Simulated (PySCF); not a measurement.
## NMR shielding calculation of CH10Si3

- system: CH10Si3, SMILES C[SiH]([SiH3])[SiH3]
- method: GIAO PBE0/pcSseg-1 NMR shielding, non-relativistic, gas phase (PySCF 2.14.0)

The geometry comes from this level: GFN2-xTB. It belongs to a series of runs on one base structure; here: H on Si replaced by CH3. Figures and captions count atoms from 1; the log counts them from 0 in places.

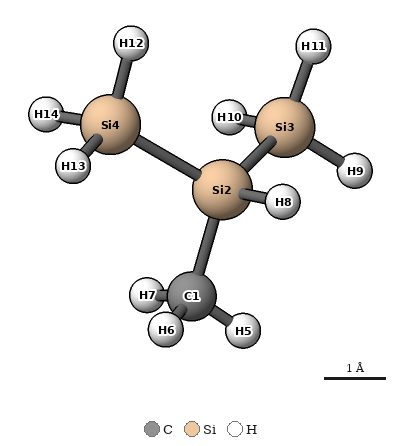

*The structure (ball-and-stick view, seen at a tilt; atoms are numbered from 1 in the order of the input).*

Bond lengths as drawn: C–H 1.09 Å, C–Si 1.91 Å, H–Si 1.47 to 1.48 Å and Si–Si 2.32 Å.

Results in brief:

```csv
quantity,value
outcome,converged
total energy,−912.130097 hartree
HOMO,−8.18 eV
LUMO,−0.42 eV
dipole moment,0.79 D
"isotropic shielding, C",194.0 ppm
"isotropic shielding, Si",437.3 to 462.7 ppm
"isotropic shielding, H",27.7 to 31.6 ppm
hardware,"1 CPU thread, shared host"
wall time,13 s
peak memory,0.69 GiB
```

The input:
```
{"job": {"kind": "nmr", "xc": "PBE0", "basis": "pcSseg-1"}, "charge": 0, "multiplicity": 1}
C      0.112239     1.768188    -0.822475
Si    -0.081161     0.269941     0.347524
Si    -1.981319    -0.916746    -0.268498
Si     1.916590    -0.915287     0.373131
H     -0.776904     2.392674    -0.818709
H      0.952163     2.394884    -0.535180
H      0.280956     1.446787    -1.847094
H     -0.301912     0.870776     1.683609
H     -3.218108    -0.129704    -0.281559
H     -1.858567    -1.482788    -1.615820
H     -2.223374    -2.046521     0.632723
H      1.851428    -2.046830     1.301649
H      3.088133    -0.125777     0.764905
H      2.239157    -1.480070    -0.941350
```

The first line tells a small driver script what to run in PySCF; the rest is the geometry in Å.

Launch command:
```bash
OMP_NUM_THREADS=1 python <driver script> task.json out
```

Log:
```
coarse grid: 12160 points
cycle   1  E = -912.0837421741  dE = -2.042e-01  |g| = 3.138e-01  |ddm| = 3.139e+00
cycle   2  E = -912.0748781242  dE =  8.864e-03  |g| = 3.561e-01  |ddm| = 5.496e-01
cycle   3  E = -912.1091184629  dE = -3.424e-02  |g| = 2.681e-02  |ddm| = 3.320e-01
cycle   4  E = -912.1093311224  dE = -2.127e-04  |g| = 6.996e-03  |ddm| = 4.685e-02
cycle   5  E = -912.1093474336  dE = -1.631e-05  |g| = 2.061e-03  |ddm| = 1.442e-02
cycle   6  E = -912.1093487627  dE = -1.329e-06  |g| = 3.019e-04  |ddm| = 3.266e-03
final grid: 100712 points
cycle   7  E = -912.1300919987  dE = -1.311e-05  |g| = 4.724e-03  |ddm| = 1.438e-02
cycle   8  E = -912.1300890198  dE =  2.979e-06  |g| = 5.637e-03  |ddm| = 8.251e-03
cycle   9  E = -912.1300973549  dE = -8.335e-06  |g| = 3.066e-04  |ddm| = 4.975e-03
cycle  10  E = -912.1300973750  dE = -2.013e-08  |g| = 5.079e-05  |ddm| = 4.027e-04
cycle  11  E = -912.1300973758  dE = -7.694e-10  |g| = 1.226e-05  |ddm| = 9.193e-05
```

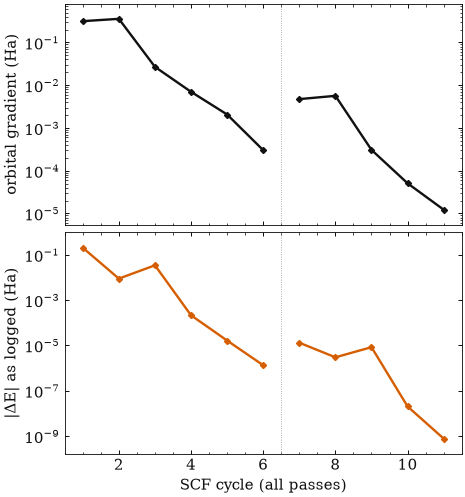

*Convergence of the self-consistent field: orbital gradient and size of the energy change against the SCF cycle. The dotted line marks the change from a coarse to the final integration grid.*

The first 6 cycles use a coarse grid, the final grid takes over at cycle 7, and the field converges after 11 cycles in all.

```
converged SCF energy = -912.1300973758

GIAO shielding tensors (ppm)
atom      isotropic    diamagn.    paramagn.     s11        s22        s33       span
  0 C      194.024     252.810     -58.786    189.793    194.755    197.523      7.730
  1 Si     437.326     881.373    -444.048    414.466    423.538    473.973     59.508
  2 Si     462.723     880.351    -417.628    445.181    458.887    484.102     38.921
  3 Si     462.690     880.377    -417.687    445.296    458.982    483.792     38.496
  4 H       31.318      30.499       0.819     26.017     28.766     39.171     13.153
  5 H       31.316      30.534       0.782     26.033     28.750     39.165     13.132
  6 H       31.634      31.426       0.208     27.239     29.190     38.472     11.233
  7 H       27.653      30.147      -2.494     24.711     25.219     33.027      8.316
  8 H       28.166      29.163      -0.997     24.686     25.852     33.961      9.275
  9 H       28.295      29.437      -1.142     24.998     26.315     33.571      8.573
 10 H       28.279      29.170      -0.891     24.628     26.078     34.131      9.503
 11 H       28.281      29.196      -0.915     24.628     26.085     34.130      9.503
 12 H       28.165      29.191      -1.026     24.684     25.851     33.961      9.277
 13 H       28.292      29.456      -1.164     25.003     26.306     33.567      8.564
```

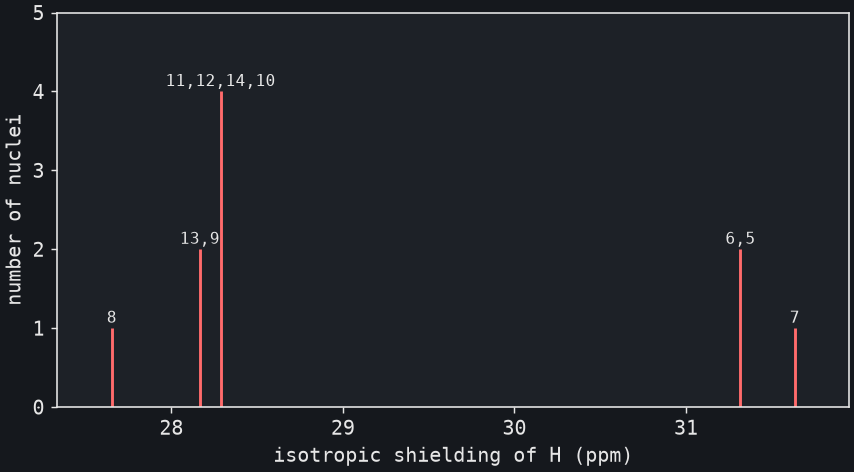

*Isotropic shieldings of the hydrogen nuclei in this fixed geometry, labelled by atom number; shielding grows to the right, so chemical shift grows to the left.*

The least shielded is H8 (27.7 ppm), the most shielded H7 (31.6 ppm).
